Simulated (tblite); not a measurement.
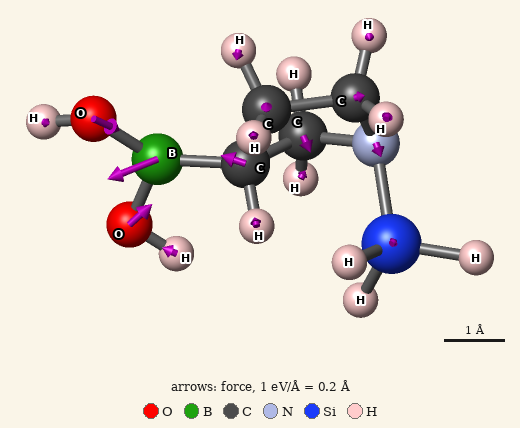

Starting geometry of C₄H₁₂BNO₂Si with the computed forces as purple arrows. The picture is a ball-and-stick view, seen at a tilt.

Level of theory: GFN2-xTB geometry optimisation, gas phase in tblite. 

What follows when this structure is relaxed?

Answer. It isn't relaxed: the largest force vector, on the B atom, is 4.69 eV/Å. The final displacements have little in common with the starting forces (cosine between the two patterns 0.19). The atom that moves furthest after the best rigid fit is an H atom (1.49 Å). By element the largest moves are H 1.49 Å, O 0.73 Å, C 0.62 Å, Si 0.58 Å, N 0.38 Å, B 0.31 Å. Among the contacts that change: C–Si 2.832 → 3.556 Å, B–O 1.491 → 1.346 Å, B–O 1.469 → 1.363 Å, N–Si 1.797 → 1.716 Å. Bond angles that change, for instance: C–N–Si 107.8° → 122.7°, Si–N–C 110.9° → 121.7°, B–O–H 107.6° → 116.8°. Groups turn about N–Si by about 35°, C–C by about 25°. After 125 geometry steps the energy has fallen by 37.8 kcal/mol.
